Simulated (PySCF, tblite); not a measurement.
# C5H2F6: a rotation path, then NMR shifts on frames, part 1 of 2

How do NMR shifts of C5H2F6 (`C#CC(C(F)(F)F)C(F)(F)F`) change as the atoms move?

The runs use tblite 0.8.0 and PySCF 2.14.0, with density-fitted response routines of our own; the level of theory stands in each step. All values are computed, except where a source is named. Atoms count from 0, in the outputs and in this text.

## Step 1: The starting structure

13 atoms, charge 0, multiplicity 1; geometry from: GFN2-xTB.

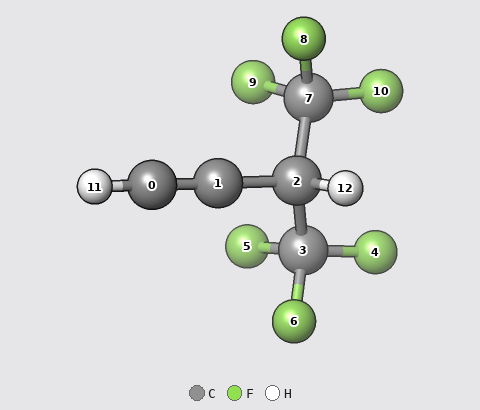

As it starts; carbon grey, fluorine green, hydrogen white, atoms numbered.

## Step 2: The rotation path with GFN2-xTB

The job: settings as JSON, then the geometry in Å.

```
{"job": {"kind": "neb", "xc": "GFN2-xTB", "basis": "xTB", "atoms": [6, 3, 2, 7], "turn": 120}, "charge": 0, "multiplicity": 1}
C      2.497889     0.109063    -0.082726
C      1.318666     0.119128    -0.276790
C     -0.124052     0.116465    -0.455734
C     -0.672972    -1.292972    -0.182604
F     -1.993267    -1.363718    -0.371447
F     -0.424582    -1.716071     1.055123
F     -0.117484    -2.175543    -1.020919
C     -0.759066     1.165161     0.471423
F     -0.275280     2.381103     0.192768
F     -0.519146     0.933122     1.760319
F     -2.083917     1.235311     0.316979
H      3.536952     0.107201     0.063717
H     -0.388129     0.382235    -1.487838
```

With the program's defaults for keys left out, this is: GFN2-xTB climbing-image nudged elastic band, gas phase.

On the command line:

```bash
> OMP_NUM_THREADS=1 python probes_run.py task.json out
```

This one command runs all jobs of the session in turn.

Log:

```text
image   E - E0 / eV
  0       0.0000
  1       0.0172
  2       0.0468
  3       0.0710
  4       0.0789
  5       0.0668
  6       0.0395
  7       0.0116
  8       0.0000
```

It took 8.8 s on 1 thread of Intel Xeon at 2.50GHz, shared host; peak memory 0.18 GiB.

The final band, with the dihedral F6–C3–C2–C7:

```tsv
image	dihedral (°)	energy (eV)	energy (kcal/mol)
0	179	0.000	0.0
1	196	0.017	0.4
2	210	0.047	1.1
3	225	0.071	1.6
4	241	0.079	1.8
5	256	0.067	1.5
6	271	0.040	0.9
7	286	0.012	0.3
8	299	0.000	0.0
```

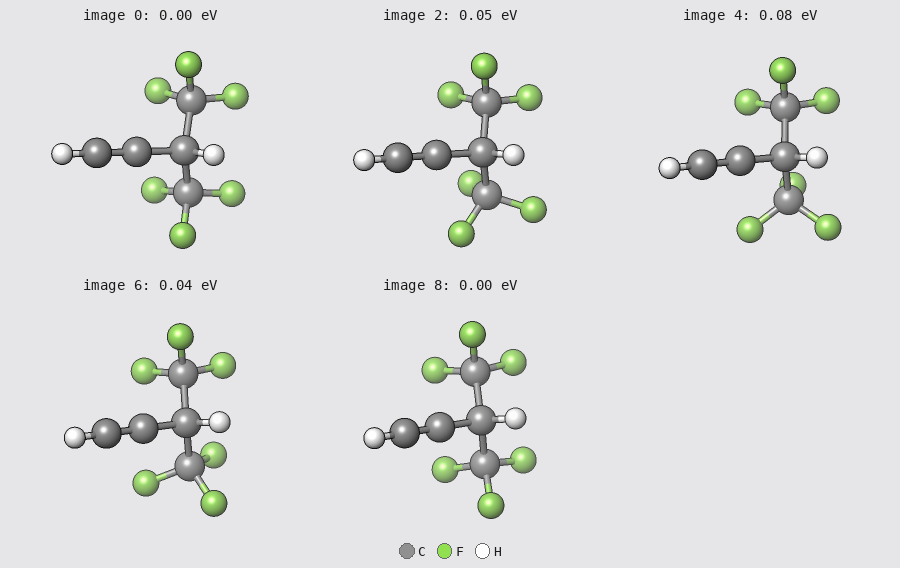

Images along the band.

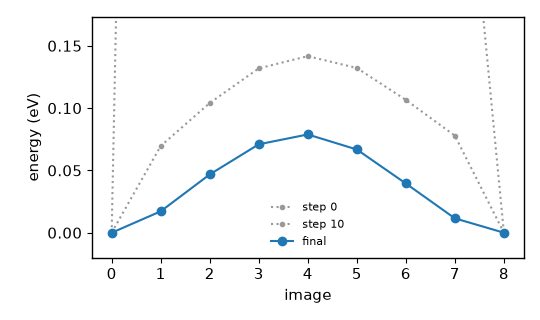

Energy along the band, early and final.

## Step 3: Shielding tensors: image 0, PBE0/pcSseg-1

The job: settings as JSON, then the geometry in Å.

```
{"job": {"kind": "nmr", "xc": "PBE0", "basis": "pcSseg-1", "pop": false}, "charge": 0, "multiplicity": 1}
C      2.497900     0.109100    -0.082700
C      1.318700     0.119100    -0.276800
C     -0.124100     0.116500    -0.455700
C     -0.673000    -1.293000    -0.182600
F     -1.993300    -1.363700    -0.371400
F     -0.424600    -1.716100     1.055100
F     -0.117500    -2.175500    -1.020900
C     -0.759100     1.165200     0.471400
F     -0.275300     2.381100     0.192800
F     -0.519100     0.933100     1.760300
F     -2.083900     1.235300     0.317000
H      3.537000     0.107200     0.063700
H     -0.388100     0.382200    -1.487800
```

With the program's defaults for keys left out, this is: GIAO PBE0/pcSseg-1 NMR shielding, non-relativistic, gas phase.

Log:

```text
coarse grid: 13192 points
cycle   1  E = -789.5031676557  dE =  2.058e+00  |g| = 1.277e+00  |ddm| = 3.467e+00
cycle   2  E = -789.1293469024  dE =  3.738e-01  |g| = 2.033e+00  |ddm| = 2.027e+00
cycle   3  E = -789.7731106886  dE = -6.438e-01  |g| = 2.085e-01  |ddm| = 1.308e+00
cycle   4  E = -789.7791600057  dE = -6.049e-03  |g| = 1.387e-01  |ddm| = 2.253e-01
cycle   5  E = -789.7836957465  dE = -4.536e-03  |g| = 2.489e-02  |ddm| = 9.170e-02
cycle   6  E = -789.7838210749  dE = -1.253e-04  |g| = 4.257e-03  |ddm| = 2.235e-02
cycle   7  E = -789.7838241364  dE = -3.062e-06  |g| = 1.424e-03  |ddm| = 3.654e-03
final grid: 136408 points
cycle   8  E = -789.8890723231  dE = -6.739e-05  |g| = 7.441e-03  |ddm| = 3.984e-02
cycle   9  E = -789.8890628446  dE =  9.478e-06  |g| = 1.100e-02  |ddm| = 1.261e-02
cycle  10  E = -789.8890821022  dE = -1.926e-05  |g| = 1.281e-03  |ddm| = 7.040e-03
cycle  11  E = -789.8890823624  dE = -2.602e-07  |g| = 7.575e-04  |ddm| = 1.287e-03
cycle  12  E = -789.8890824990  dE = -1.366e-07  |g| = 1.481e-04  |ddm| = 5.422e-04
cycle  13  E = -789.8890825039  dE = -4.854e-09  |g| = 2.589e-05  |ddm| = 1.359e-04
cycle  14  E = -789.8890825040  dE = -1.078e-10  |g| = 1.051e-05  |ddm| = 2.787e-05
converged SCF energy = -789.8890825040

GIAO shielding tensors (ppm)
atom      isotropic    diamagn.    paramagn.     s11        s22        s33       span
  0 C      101.944     256.136    -154.192     22.370     27.716    255.745    233.374
  1 C      111.763     264.507    -152.745     20.069     21.949    293.270    273.201
  2 C      140.651     246.113    -105.462    128.844    139.574    153.535     24.691
  3 C       55.454     239.202    -183.748     51.301     57.186     57.874      6.573
  4 F      249.222     471.346    -222.124    170.859    248.889    327.918    157.059
  5 F      256.665     473.025    -216.359    180.875    259.591    329.530    148.655
  6 F      244.650     471.524    -226.874    165.789    232.652    335.507    169.718
  7 C       55.449     239.201    -183.752     51.295     57.174     57.878      6.582
  8 F      244.633     471.529    -226.896    165.754    232.680    335.465    169.711
  9 F      256.721     473.023    -216.302    180.941    259.642    329.581    148.640
 10 F      249.188     471.346    -222.158    170.820    248.830    327.913    157.093
 11 H       29.776      33.486      -3.710     24.305     24.509     40.515     16.210
 12 H       27.952      27.130       0.822     25.714     26.576     31.564      5.849
```

Run time: 66 s. Hardware: 1 thread of Intel Xeon at 2.50GHz, shared host; peak memory 0.86 GiB.

Shifts follow as δ = σ(reference) − σ, with reference shieldings (ppm) from runs at the same level and on the same kind of geometry: 1H TMS 31.72, 13C TMS 186.9, 19F CFCl3 170.9. The references are single molecules in the gas phase, so shifts against H2O, NH3, PH3, H3PO4 or CFCl3 are not on the usual liquid scales and can be off by tens of ppm. Each atom is listed at this fixed geometry, with no averaging over motion; a spectrum would average atoms that exchange fast.

```tsv
atoms	environment	σ (ppm)	δ (ppm)
C7	CF3 carbon	55.4	131.5
C3	CF3 carbon	55.5	131.5
C0	terminal alkyne carbon	101.9	85.0
C1	alkyne carbon	111.8	75.2
C2	propargylic sp3 CH	140.7	46.3
H12	hydrogen on a propargylic sp3 CH	27.95	3.77
H11	hydrogen on a terminal alkyne carbon	29.78	1.94
F8	fluorine of a CF3 group	244.6	-73.7
F6	fluorine of a CF3 group	244.6	-73.7
F10	fluorine of a CF3 group	249.2	-78.2
F4	fluorine of a CF3 group	249.2	-78.3
F5	fluorine of a CF3 group	256.7	-85.7
F9	fluorine of a CF3 group	256.7	-85.8
```

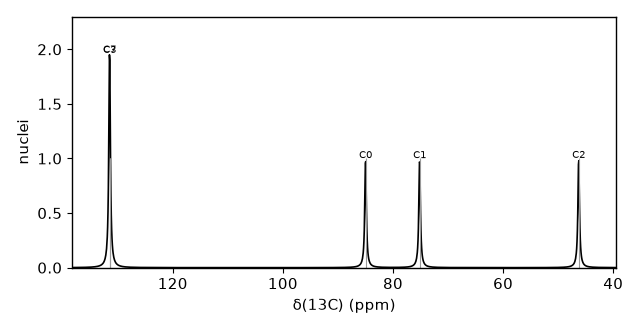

13C lines at the computed shifts, without couplings. Lines are broadened to a width of 0.34 ppm (Lorentzian).

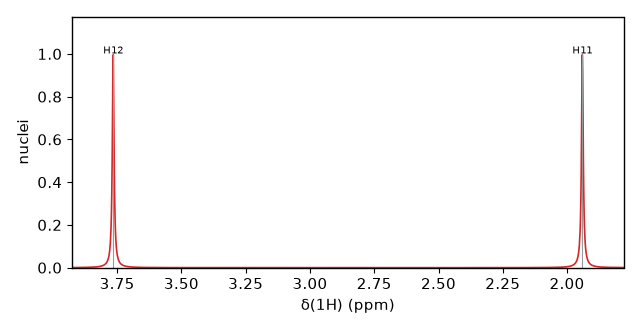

1H lines at the computed shifts, without couplings. Lines are broadened to a width of 0.01 ppm (Lorentzian).

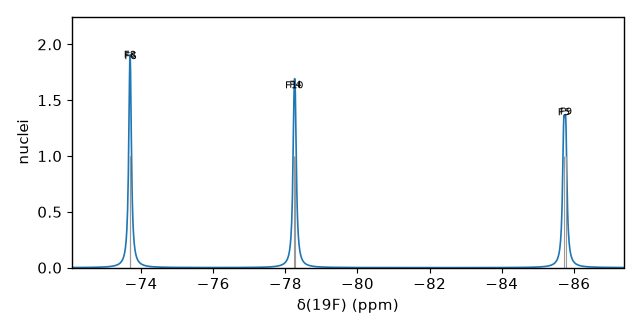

19F lines at the computed shifts, without couplings. Lines are broadened to a width of 0.08 ppm (Lorentzian).

## Step 4: Shielding tensors: image 2, PBE0/pcSseg-1

The job: settings as JSON, then the geometry in Å.

```
{"job": {"kind": "nmr", "xc": "PBE0", "basis": "pcSseg-1", "pop": false}, "charge": 0, "multiplicity": 1}
C      2.497500     0.110700    -0.233900
C      1.308000     0.137600    -0.348600
C     -0.141700     0.132100    -0.443200
C     -0.694000    -1.286100    -0.183700
F     -1.791600    -1.515700    -0.913400
F     -1.019400    -1.500100     1.088700
F      0.192200    -2.226000    -0.523200
C     -0.721600     1.147900     0.554200
F     -0.261600     2.375600     0.289200
F     -0.399200     0.879600     1.817400
F     -2.054800     1.208000     0.481400
H      3.543200     0.097000    -0.154400
H     -0.461300     0.439800    -1.448000
```

Method: GIAO PBE0/pcSseg-1 NMR shielding, non-relativistic, gas phase.

Log:

```text
coarse grid: 13192 points
cycle   1  E = -789.4993538839  dE =  2.061e+00  |g| = 1.279e+00  |ddm| = 3.459e+00
cycle   2  E = -789.1219152017  dE =  3.774e-01  |g| = 2.038e+00  |ddm| = 2.078e+00
cycle   3  E = -789.7700522807  dE = -6.481e-01  |g| = 2.102e-01  |ddm| = 1.344e+00
cycle   4  E = -789.7762372005  dE = -6.185e-03  |g| = 1.394e-01  |ddm| = 2.272e-01
cycle   5  E = -789.7808250364  dE = -4.588e-03  |g| = 2.495e-02  |ddm| = 9.262e-02
cycle   6  E = -789.7809506010  dE = -1.256e-04  |g| = 4.360e-03  |ddm| = 2.239e-02
cycle   7  E = -789.7809537771  dE = -3.176e-06  |g| = 1.471e-03  |ddm| = 3.742e-03
final grid: 136408 points
cycle   8  E = -789.8856138355  dE = -6.818e-05  |g| = 7.147e-03  |ddm| = 3.622e-02
cycle   9  E = -789.8856053192  dE =  8.516e-06  |g| = 1.049e-02  |ddm| = 1.258e-02
cycle  10  E = -789.8856230920  dE = -1.777e-05  |g| = 1.320e-03  |ddm| = 6.891e-03
cycle  11  E = -789.8856233727  dE = -2.807e-07  |g| = 7.680e-04  |ddm| = 1.332e-03
cycle  12  E = -789.8856235126  dE = -1.399e-07  |g| = 1.536e-04  |ddm| = 5.562e-04
cycle  13  E = -789.8856235177  dE = -5.127e-09  |g| = 2.524e-05  |ddm| = 1.372e-04
cycle  14  E = -789.8856235178  dE = -1.062e-10  |g| = 1.029e-05  |ddm| = 2.790e-05
converged SCF energy = -789.8856235178

GIAO shielding tensors (ppm)
atom      isotropic    diamagn.    paramagn.     s11        s22        s33       span
  0 C      100.650     256.176    -155.526     23.947     27.074    250.929    226.982
  1 C      112.152     264.509    -152.356     17.879     23.958    294.621    276.742
  2 C      138.746     246.018    -107.272    125.172    137.280    153.787     28.615
  3 C       56.177     238.302    -182.125     50.329     58.436     59.764      9.435
  4 F      237.834     470.708    -232.874    160.523    220.881    332.097    171.574
  5 F      255.150     472.670    -217.520    182.185    257.128    326.137    143.952
  6 F      240.721     471.724    -231.003    167.767    231.162    323.233    155.466
  7 C       55.154     239.451    -184.297     50.947     55.931     58.583      7.636
  8 F      244.588     471.414    -226.826    166.130    233.250    334.383    168.253
  9 F      255.516     472.944    -217.428    181.723    256.970    327.856    146.133
 10 F      251.713     471.501    -219.788    173.833    247.562    333.745    159.913
 11 H       29.703      33.485      -3.782     24.327     24.554     40.228     15.902
 12 H       27.775      27.210       0.565     25.246     26.824     31.256      6.010
```

Wall time 72 s (1 thread of Intel Xeon at 2.50GHz, shared host); peak memory 0.94 GiB.

In short: δ C7 131.8, C3 130.7, C0 86.3, C1 74.8, H12 3.94, H11 2.01 ppm.

(Continued in part 2 of 2.)
